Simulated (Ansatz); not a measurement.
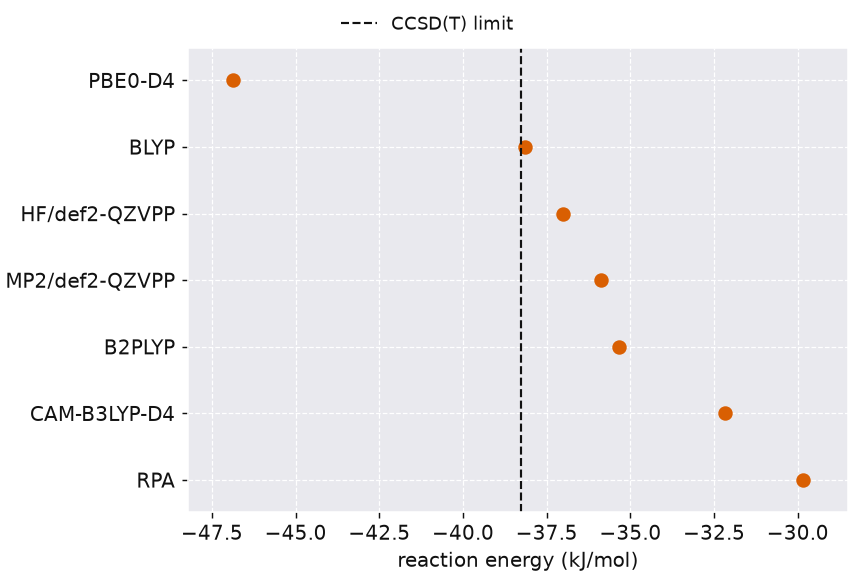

Electronic reaction energy of GaSbH₄O ([GaH2][O][SbH2]) + H₂Se ([SeH2]) → GaH₃Se ([GaH2][SeH]) + SbH₃O ([OH][SbH2]) (SMILES in brackets) at several levels (functionals in def2-TZVPP unless a basis is named), isolated molecules at PBE0-D4 triple-zeta geometries, minima by their frequencies, no zero-point or thermal terms, the Ansatz code 0.2.0. The line is frozen-core CCSD(T) at the basis limit (MP2 extrapolated from triple and quadruple zeta, plus CCSD(T) less MP2 in a smaller set). B2PLYP and RPA hold a correlation term that converges slowly with the basis, so part of the distance to the limit is basis error. No dispersion term is added to BLYP and B2PLYP. The distance of MP2/def2-QZVPP to the limit includes basis error. Core potentials past Kr. The limit lies 4.5 kJ/mol from CCSD(T)/def2-TZVPP, so the line itself is uncertain by a part of that.

### What do zero-point energy and temperature add?

Zero-point change 10.9 kJ/mol; at 298.15 K and 1 bar the CCSD(T) limit plus thermal terms gives an enthalpy of reaction of −29.5 and a free energy of −29.7 kJ/mol (harmonic PBE0-D4 modes, ideal gas).

### Which level comes closest to the line (CCSD(T) limit), and which misses most?

Closest BLYP (−38.1 kJ/mol), against −38.3 kJ/mol; farthest PBE0-D4 (−46.9 kJ/mol).

Known limits of this run: no scalar relativity up to krypton; outer-core shells are correlated without core-valence functions, which makes the correlated values less sure; spin-orbit coupling is left out, and with Sb it can shift these values.
